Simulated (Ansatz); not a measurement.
## How methods differ on C2H6Cl2Si (SMILES C[Si](C)(Cl)Cl)

The species is C2H6Cl2Si (11 atoms), meant as a singlet with charge 0. As SMILES, `C[Si](C)(Cl)Cl`. Geometry: optimised at B3LYP/def2-SVP.

```xyz
11

C    -1.4865    0.2621    0.5745
Si    0.0501    0.4064   -0.4770
C     1.4251   -0.7598    0.0098
Cl   -0.4657    0.0353   -2.4650
Cl    0.7617    2.3644   -0.3517
H    -1.2524    0.4785    1.6294
H    -2.2566    0.9730    0.2381
H    -1.9029   -0.7562    0.5093
H     1.7392   -0.5715    1.0492
H     2.2993   -0.6260   -0.6455
H     1.0886   -1.8062   -0.0709
```

Quantity: the adiabatic electron affinity (to the doublet anion, shapes relaxed at B3LYP/def2-SVP, no zero-point term), in eV. The values are calculated.

The electron affinity is E(neutral) − E(anion): positive where the electron is bound.

```csv
level,kind,program,value (eV),less CCSD(T)/def2-SVP,CPU time (all runs)
HF/def2-SVP,Hartree–Fock,Ansatz,-1.90,-0.25,2.9 s
PBE/def2-SVP,GGA,Ansatz,-1.20,+0.45,4.8 s
r2SCAN/def2-SVP,meta-GGA,Ansatz,-1.15,+0.50,9.8 s
B3LYP/def2-SVP,global hybrid,Ansatz,-1.26,+0.39,6.6 s
wB97M-V/def2-SVP,range-separated hybrid,Ansatz,-1.47,+0.18,24 s
MP2/def2-SVP,perturbation theory,Ansatz,-1.74,-0.09,3.5 s
CCSD(T)/def2-SVP,coupled cluster or CI,Ansatz,-1.65,0.00,47 s
```

CCSD(T)/def2-SVP is the highest level here, not the true value. The values span -1.90 to -1.15 eV. Negative values mean that the anion is unbound at that level; they are set by how diffuse the basis is and aren't properties of the molecule. CPU times are rough (shared hosts, several kinds of processor): they show what a rung costs within a factor of a few.

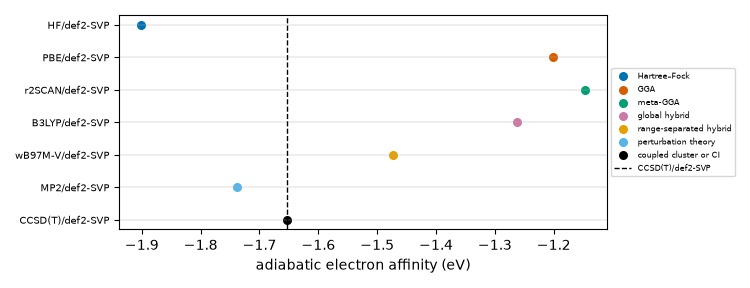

The values of the table, level by level.
